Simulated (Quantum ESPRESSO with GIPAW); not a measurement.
**C6H4BClO2: from the crystal structure to its NMR spectrum**

Wanted: NMR shieldings for each site of C6H4BClO2.

Method: DFT, PBEsol, plane-wave PAW (pslibrary 1.0.0 recipes), scalar-relativistic, GIPAW; a patched development version of the program, in Quantum ESPRESSO with GIPAW 8.0dev (patched build).

### 1. Starting point

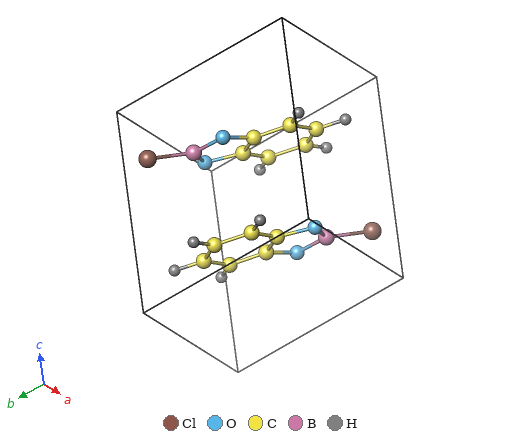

Start, viewed from a free direction; chlorine brown, oxygen blue, carbon yellow, boron pink, hydrogen grey.

The cell is an entry of the Crystallography Open Database; it need not be the form that is stable at ambient conditions.

This structure had its atoms relaxed beforehand (DFT, PBEsol, plane-wave PAW (pslibrary 1.0.0 recipes), Quantum ESPRESSO with GIPAW), starting from the database entry, since shieldings follow bond lengths closely.

### 2. Ground state

First the ground state. The response equations take the occupied wavefunctions as exact, so conv_thr is set much tighter than for an energy. No empty states are asked for: the response is solved without them. The mesh has a spacing of 0.34 Å⁻¹ at most. The PAW files were made with ld1.x from the pslibrary 1.0.0 recipes, with GIPAW reconstruction switched on.

Contents of scf.in:

```
&control
  calculation = 'scf'
  prefix = 'x'
  outdir = './tmp/'
  pseudo_dir = './'
/
&system
  ibrav = 0
  nat = 28
  ntyp = 5
  ecutwfc = 55
  ecutrho = 330
  nbnd = 50
/
&electrons
  conv_thr = 1.0d-10
  mixing_beta = 0.7
  electron_maxstep = 100
/
ATOMIC_SPECIES
  Cl 35.450 Cl.pbesol-n-kjpaw_psl.1.0.0-gipaw.UPF
  O 15.999 O.pbesol-n-kjpaw_psl.1.0.0-gipaw.UPF
  C 12.011 C.pbesol-n-kjpaw_psl.1.0.0-gipaw.UPF
  B 10.810 B.pbesol-n-kjpaw_psl.1.0.0-gipaw.UPF
  H 1.008 H.pbesol-kjpaw_psl.1.0.0-gipaw.UPF
CELL_PARAMETERS angstrom
  5.27920000 -4.90900000 0.00000000
  5.27920000 4.90900000 0.00000000
  -3.43281684 0.00000000 6.25719886
ATOMIC_POSITIONS crystal
  Cl 0.09307380 0.90692620 0.75000000
  Cl 0.90692620 0.09307380 0.25000000
  O 0.23155987 0.53471526 0.72352613
  O 0.46528474 0.76844013 0.77647387
  O 0.76844013 0.46528474 0.27647387
  O 0.53471526 0.23155987 0.22352613
  C 0.65136841 0.20821111 0.73592379
  C 0.79178889 0.34863159 0.76407621
  C 0.34863159 0.79178889 0.26407621
  C 0.20821111 0.65136841 0.23592379
  C 0.45596991 0.25561358 0.71991252
  C 0.74438642 0.54403009 0.78008748
  C 0.54403009 0.74438642 0.28008748
  C 0.25561358 0.45596991 0.21991252
  C 0.41076902 0.44845812 0.73465234
  C 0.55154188 0.58923098 0.76534766
  C 0.58923098 0.55154188 0.26534766
  C 0.44845812 0.41076902 0.23465234
  B 0.27044289 0.72955711 0.75000000
  B 0.72955711 0.27044289 0.25000000
  H 0.69261666 0.05670322 0.72452310
  H 0.94329678 0.30738334 0.77547690
  H 0.30738334 0.94329678 0.27547690
  H 0.05670322 0.69261666 0.22452310
  H 0.34546386 0.14616786 0.69734694
  H 0.85383214 0.65453614 0.80265306
  H 0.65453614 0.85383214 0.30265306
  H 0.14616786 0.34546386 0.19734694
K_POINTS automatic
  3 3 3 0 0 0
```

Command:

```sh
$ mpirun -np 4 pw.x -nk 4 -in scf.in > scf.out
```

What it wrote:

```text
using ibrav=0 with symmetry is DISCOURAGED, use correct ibrav instead

     bravais-lattice index     =            0
     lattice parameter (alat)  =      13.6228  a.u.
     unit-cell volume          =    2188.6066 (a.u.)^3
     number of atoms/cell      =           28
     number of atomic types    =            5
     number of electrons       =       100.00
     number of Kohn-Sham states=           50
     kinetic-energy cutoff     =      55.0000  Ry
     charge density cutoff     =     330.0000  Ry
     scf convergence threshold =      1.0E-10
     mixing beta               =       0.7000
     number of iterations used =            8  plain     mixing
     Exchange-correlation= SLA-PW-PSX-PSC
                           (   1   4  10   8   0   0   0)
[...]
Cl                7.00    35.45000     Cl( 1.00)
     O                 6.00    15.99900     O ( 1.00)
     C                 4.00    12.01100     C ( 1.00)
     B                 3.00    10.81000     B ( 1.00)
     H                 1.00     1.00800     H ( 1.00)

      4 Sym. Ops., with inversion, found ( 2 have fractional translation)
[...]
number of k points=    10
[...]
Dense  grid:   221597 G-vectors     FFT dimensions: (  80,  80,  80)

     Smooth grid:   120531 G-vectors     FFT dimensions: (  72,  72,  64)

     Check: negative core charge=   -0.000007

     Initial potential from superposition of free atoms

     starting charge      99.9988, renormalised to     100.0000
     Starting wfcs are   88 randomized atomic wfcs

     Self-consistent Calculation

     iteration #  1     ecut=    55.00 Ry     beta= 0.70
     Davidson diagonalization with overlap
     ethr =  1.00E-02,  avg # of iterations =  2.0

     total energy              =    -568.85478498 Ry
     estimated scf accuracy    <       2.69601399 Ry

     iteration #  2     ecut=    55.00 Ry     beta= 0.70
     Davidson diagonalization with overlap
     ethr =  2.70E-03,  avg # of iterations =  3.6

     total energy              =    -569.62674574 Ry
     estimated scf accuracy    <       0.43686869 Ry

     iteration #  3     ecut=    55.00 Ry     beta= 0.70
     Davidson diagonalization with overlap
     ethr =  4.37E-04,  avg # of iterations =  6.1

     total energy              =    -569.79478436 Ry
     estimated scf accuracy    <       0.20427966 Ry

[...]
total energy              =    -569.82829551 Ry
[...]
iteration # 29     ecut=    55.00 Ry     beta= 0.70
     Davidson diagonalization with overlap
     ethr =  1.98E-13,  avg # of iterations =  1.9

     total energy              =    -569.82829551 Ry
     estimated scf accuracy    <          1.0E-10 Ry

     iteration # 30     ecut=    55.00 Ry     beta= 0.70
     Davidson diagonalization with overlap
     ethr =  1.00E-13,  avg # of iterations =  5.1

     End of self-consistent calculation
     [one-electron energies left out]

!    total energy              =    -569.82829551 Ry
     total all-electron energy =     -3462.546272 Ry
     estimated scf accuracy    <          2.6E-12 Ry

     The total energy is the sum of the following terms:
     one-electron contribution =    -254.33246530 Ry
     hartree contribution      =     166.66884471 Ry
     xc contribution           =    -116.91672681 Ry
     ewald contribution        =    -159.58497165 Ry
     one-center paw contrib.   =    -205.66297646 Ry

     convergence has been achieved in  30 iterations
[...]
JOB DONE.
```

Run time: 3.9 min. Hardware: 4 MPI ranks of Arm Neoverse V2, shared host; peak memory 1.9 GiB.

It converged in 30 cycles to an estimated accuracy of 3e-12 Ry, on 10 irreducible k-points.

### 3. Magnetic response

A uniform field breaks periodicity, so gipaw.x applies it as a wave of small q and takes the limit. It solves for the first-order states, builds the induced current and gets the field at each nucleus by Biot–Savart; the PAW spheres add what the smooth waves miss near the nuclei. pawproj makes the reconstruction use the PAW data sets' own projectors.

Contents of nmr.in:

```
&inputgipaw
  job = 'nmr'
  prefix = 'x'
  tmp_dir = './tmp/'
  restart_mode = 'from_scratch'
  verbosity = 'low'
  q_gipaw = 0.01
  spline_ps = .true.
  conv_threshold = 1.0d-11
  use_nmr_macroscopic_shape = .false.
  pawproj(1) = .true.
  pawproj(2) = .true.
  pawproj(3) = .true.
  pawproj(4) = .true.
  pawproj(5) = .true.
/
```

Command:

```sh
$ mpirun -np 4 gipaw.x -in nmr.in > nmr.out
```

What it wrote:

```text
[banner, memory and clock lines left out]
[a note of our patched build left out]

     Parallelizing q-star over 1 images

     IMPORTANT: XC functional enforced from input :
     Exchange-correlation= PBESOL
                           (   1   4  10   8   0   0   0)
     Any further DFT definition will be discarded
     Please, verify this is what you really want

     Check: negative core charge=   -0.000007
[...]
projs nearly linearly dependent: l=0  n1,n2= 1, 2  s=  0.99970544
[...]
alpha_pv=     45.4495 eV

     spline_ps is .false., expect some extrapolation errors

     q-space interpolation up to    66.00 Rydberg

     GIPAW job: nmr
     NMR macroscopic correction: no
[...]
Computing the magnetic susceptibility     isolve=0    ethr=  0.1000E-10
     Starting from scratch
     k-point #    1 of    10      pool #  1    cpu time:       1.6
[...]
End of magnetic susceptibility calculation

     f-sum rule (1st term):
           -98.3347         -0.0000          0.0028
             0.0000        -98.5276          0.0000
             0.0027         -0.0000        -98.3510

     f-sum rule (2nd term):
            -1.3763          0.0000         -0.0027
             0.0000         -1.1830          0.0000
            -0.0027         -0.0000         -1.3598

     f-sum rule (should be   -99.7078):
           -99.7110         -0.0000          0.0000
             0.0000        -99.7106          0.0000
             0.0000         -0.0000        -99.7108

[... susceptibilities left out ...]
     Contributions to the NMR chemical shifts: -------------------------------

     Macroscopic shape contribution in ppm:                    0.00
             0.0000          0.0000          0.0000
             0.0000          0.0000          0.0000
             0.0000          0.0000          0.0000

     Core contribution in ppm:

     Atom  1  Cl  pos: (  0.375173  0.554204  0.650987)  core sigma:        1049.87
     Atom  2  Cl  pos: (  0.613269 -0.554204  0.216996)  core sigma:        1049.87
     Atom  3  O   pos: (  0.216619  0.206438  0.628008)  core sigma:         270.50
     Atom  4  O   pos: (  0.533727  0.206438  0.673966)  core sigma:         270.50
     Atom  5  O   pos: (  0.771823 -0.206438  0.239974)  core sigma:         270.50
     Atom  6  O   pos: (  0.454715 -0.206438  0.194017)  core sigma:         270.50
     Atom  7  C   pos: (  0.279044 -0.301774  0.638769)  core sigma:         199.99
     Atom  8  C   pos: (  0.471303 -0.301774  0.663205)  core sigma:         199.99
     Atom  9  C   pos: (  0.709398  0.301774  0.229214)  core sigma:         199.99
     Atom 10  C   pos: (  0.517140  0.301774  0.204778)  core sigma:         199.99
     Atom 11  C   pos: (  0.178288 -0.136435  0.624871)  core sigma:         199.99
     Atom 12  C   pos: (  0.572058 -0.136435  0.677102)  core sigma:         199.99
     Atom 13  C   pos: (  0.810154  0.136435  0.243111)  core sigma:         199.99
     Atom 14  C   pos: (  0.416384  0.136435  0.190880)  core sigma:         199.99
     Atom 15  C   pos: (  0.279391  0.025665  0.637665)  core sigma:         199.99
     Atom 16  C   pos: (  0.470955  0.025665  0.664308)  core sigma:         199.99
     Atom 17  C   pos: (  0.709051 -0.025665  0.230317)  core sigma:         199.99
     Atom 18  C   pos: (  0.517487 -0.025665  0.203674)  core sigma:         199.99
     Atom 19  B   pos: (  0.375173  0.312640  0.650987)  core sigma:         164.77
     Atom 20  B   pos: (  0.613269 -0.312640  0.216996)  core sigma:         164.77
     Atom 21  H   pos: (  0.203728 -0.433034  0.628873)  core sigma:           0.00
     Atom 22  H   pos: (  0.546619 -0.433034  0.673100)  core sigma:           0.00
     Atom 23  H   pos: (  0.784715  0.433034  0.239109)  core sigma:           0.00
     Atom 24  H   pos: (  0.441824  0.433034  0.194882)  core sigma:           0.00
     Atom 25  H   pos: (  0.027960 -0.135713  0.605285)  core sigma:           0.00
     Atom 26  H   pos: (  0.722387 -0.135713  0.696689)  core sigma:           0.00
     Atom 27  H   pos: (  0.960483  0.135713  0.262698)  core sigma:           0.00
     Atom 28  H   pos: (  0.266055  0.135713  0.171294)  core sigma:           0.00

     Bare contribution in ppm:

     Atom  1  Cl  pos: (  0.375173  0.554204  0.650987)  bare sigma:          72.59
[...]
Atom  2  Cl  pos: (  0.613269 -0.554204  0.216996)  bare sigma:          72.59
[...]
Atom  3  O   pos: (  0.216619  0.206438  0.628008)  bare sigma:          20.69
[...]
Atom  4  O   pos: (  0.533727  0.206438  0.673966)  bare sigma:          20.69
[...]
Atom  5  O   pos: (  0.771823 -0.206438  0.239974)  bare sigma:          20.69
[...]
Atom  6  O   pos: (  0.454715 -0.206438  0.194017)  bare sigma:          20.69
[...]
Atom  7  C   pos: (  0.279044 -0.301774  0.638769)  bare sigma:         -57.80
[...]
Atom  8  C   pos: (  0.471303 -0.301774  0.663205)  bare sigma:         -57.80
[...]
Atom  9  C   pos: (  0.709398  0.301774  0.229214)  bare sigma:         -57.80
[...]
Atom 17  C   pos: (  0.709051 -0.025665  0.230317)  para_lq sigma:         -26.88
[...]
Atom 18  C   pos: (  0.517487 -0.025665  0.203674)  para_lq sigma:         -26.88
[...]
Atom 19  B   pos: (  0.375173  0.312640  0.650987)  para_lq sigma:          -3.93
[...]
Atom 20  B   pos: (  0.613269 -0.312640  0.216996)  para_lq sigma:          -3.93
[...]
Atom 21  H   pos: (  0.203728 -0.433034  0.628873)  para_lq sigma:           0.00
[...]
Atom 22  H   pos: (  0.546619 -0.433034  0.673100)  para_lq sigma:           0.00
[...]
Atom 23  H   pos: (  0.784715  0.433034  0.239109)  para_lq sigma:           0.00
[...]
Atom 24  H   pos: (  0.441824  0.433034  0.194882)  para_lq sigma:           0.00
[...]
Atom 25  H   pos: (  0.027960 -0.135713  0.605285)  para_lq sigma:           0.00
[...]
Atom 26  H   pos: (  0.722387 -0.135713  0.696689)  para_lq sigma:           0.00
[...]
Atom 27  H   pos: (  0.960483  0.135713  0.262698)  para_lq sigma:           0.00
[...]
Atom 28  H   pos: (  0.266055  0.135713  0.171294)  para_lq sigma:           0.00
[...]
Total NMR chemical shifts in ppm: ---------------------------------------
     (adopting the Simpson convention for anisotropy and asymmetry)-----------

     Atom  1  Cl  pos: (  0.375173  0.554204  0.650987)  Total sigma:         842.58
           690.1606         -0.0000        -38.7758
             0.0000        923.5899         -0.0000
           -44.3752          0.0000        913.9924

     Cl      1    anisotropy:   -239.84    eta:    0.0133
[...]
Atom  2  Cl  pos: (  0.613269 -0.554204  0.216996)  Total sigma:         842.58
[... its tensor is left out ...]
     Atom  3  O   pos: (  0.216619  0.206438  0.628008)  Total sigma:          81.75
            43.7034         46.1951        -27.7113
            26.8232        -34.3959          5.8401
           -31.0090          6.5758        235.9547

     O       3    anisotropy:    237.88    eta:    0.6589
[...]
Atom  4  O   pos: (  0.533727  0.206438  0.673966)  Total sigma:          81.75
[... its tensor is left out ...]
     Atom  5  O   pos: (  0.771823 -0.206438  0.239974)  Total sigma:          81.75
[... its tensor is left out ...]
     Atom  6  O   pos: (  0.454715 -0.206438  0.194017)  Total sigma:          81.75
[... its tensor is left out ...]
     Atom  7  C   pos: (  0.279044 -0.301774  0.638769)  Total sigma:          38.27
             0.6654        -37.6385        -20.8496
           -32.2758        -43.7487         -3.7639
           -20.0071         -4.9547        157.8854

     C       7    anisotropy:    183.34    eta:    0.6702
[...]
Atom  8  C   pos: (  0.471303 -0.301774  0.663205)  Total sigma:          38.27
[... its tensor is left out ...]
     Atom  9  C   pos: (  0.709398  0.301774  0.229214)  Total sigma:          38.27
[... its tensor is left out ...]
     Atom 10  C   pos: (  0.517140  0.301774  0.204778)  Total sigma:          38.27
[... its tensor is left out ...]
     Atom 11  C   pos: (  0.178288 -0.136435  0.624871)  Total sigma:          50.33
           -20.0413         -6.7981        -23.1819
             6.3800         18.4484          1.2541
           -24.6846          2.3494        152.5813

     C      11    anisotropy:    158.30    eta:    0.3954
[...]
Atom 12  C   pos: (  0.572058 -0.136435  0.677102)  Total sigma:          50.33
[... its tensor is left out ...]
     Atom 13  C   pos: (  0.810154  0.136435  0.243111)  Total sigma:          50.33
[... its tensor is left out ...]
     Atom 14  C   pos: (  0.416384  0.136435  0.190880)  Total sigma:          50.33
[... its tensor is left out ...]
     Atom 15  C   pos: (  0.279391  0.025665  0.637665)  Total sigma:          12.37
            -7.4545         29.5018        -13.4635
            30.6465        -40.6133          4.7481
           -15.9949          5.1975         85.1772

     C      15    anisotropy:    112.64    eta:    0.9100
[...]
Atom 16  C   pos: (  0.470955  0.025665  0.664308)  Total sigma:          12.37
[... its tensor is left out ...]
     Atom 17  C   pos: (  0.709051 -0.025665  0.230317)  Total sigma:          12.37
[... its tensor is left out ...]
     Atom 18  C   pos: (  0.517487 -0.025665  0.203674)  Total sigma:          12.37
[... its tensor is left out ...]
     Atom 19  B   pos: (  0.375173  0.312640  0.650987)  Total sigma:          59.27
            54.4533          0.0000         -0.5664
            -0.0000         63.9629         -0.0000
            -1.9446          0.0000         59.3888

     B      19    anisotropy:     -7.67    eta:    0.8352
[...]
Atom 20  B   pos: (  0.613269 -0.312640  0.216996)  Total sigma:          59.27
[... its tensor is left out ...]
     Atom 21  H   pos: (  0.203728 -0.433034  0.628873)  Total sigma:          15.57
            18.3796         -1.6992          1.0489
            -0.9729         17.7597          0.0790
             2.4273          1.1587         10.5623

     H      21    anisotropy:     -8.22    eta:    0.4572
[...]
Atom 22  H   pos: (  0.546619 -0.433034  0.673100)  Total sigma:          15.57
[... its tensor is left out ...]
     Atom 23  H   pos: (  0.784715  0.433034  0.239109)  Total sigma:          15.57
[... its tensor is left out ...]
     Atom 24  H   pos: (  0.441824  0.433034  0.194882)  Total sigma:          15.57
[... its tensor is left out ...]
     Atom 25  H   pos: (  0.027960 -0.135713  0.605285)  Total sigma:          15.47
            19.5959         -0.3441          0.9679
             0.9649         16.6740         -0.3415
             1.7176          1.0941         10.1364

     H      25    anisotropy:     -8.30    eta:    0.5735
[...]
Atom 26  H   pos: (  0.722387 -0.135713  0.696689)  Total sigma:          15.47
[... its tensor is left out ...]
     Atom 27  H   pos: (  0.960483  0.135713  0.262698)  Total sigma:          15.47
[... its tensor is left out ...]
     Atom 28  H   pos: (  0.266055  0.135713  0.171294)  Total sigma:          15.47
[... its tensor is left out ...]
```

The job ended after 27 min (4 MPI ranks; peak memory 1 GiB).

(Continued in part 2 of 2.)

[Banner, clock, file and message-heading lines were taken out of the pw.x and gipaw.x logs.]

[Logs are printed without paths, hosts, clocks, repeated set-up lines and the standing remarks that a program may print on its own settings, such as how far it seeks lower states.]

[Hosts, paths, dates, database ids (printed as entryN), source tags and the programs' standing remarks are cut or masked in the printed files.]

[Where no reference line passes its bar on scatter, no shift is given, so a measured shift of this compound may stand uncompared.]
